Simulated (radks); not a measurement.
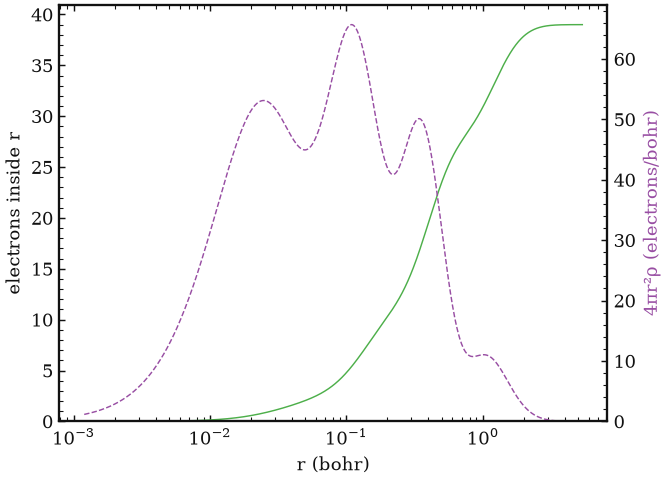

The Mo³⁺ ion in the configuration [Ar] 3d10 4s1 4p6 4d4 (high spin). All numbers are computed, not measured: scalar-relativistic Kohn-Sham, r2SCAN, spin-polarised, spherical densities, finite nucleus (the in-house radial solver radks).

```
Z 42
configuration [Ar] 3d10 4s1 4p6 4d4
relativity scalar-relativistic
functional r2scan,r2scan
spin polarised
nucleus finite rms 4.4091 fm
c 137.035999084
```

The plot shows the number of electrons inside radius r (solid) and the radial density 4πr²ρ (dashed).

Read the plot.

The count levels off at 39 electrons. Half of them lie within 0.399 bohr, 90 % within 1.43 bohr and 99 % within 2.46 bohr. The radial density has minima at 0.0498, 0.221 and 0.846 bohr, where the count stands at 2.0, 11.1 and 29.2; these part the shells that the density resolves.
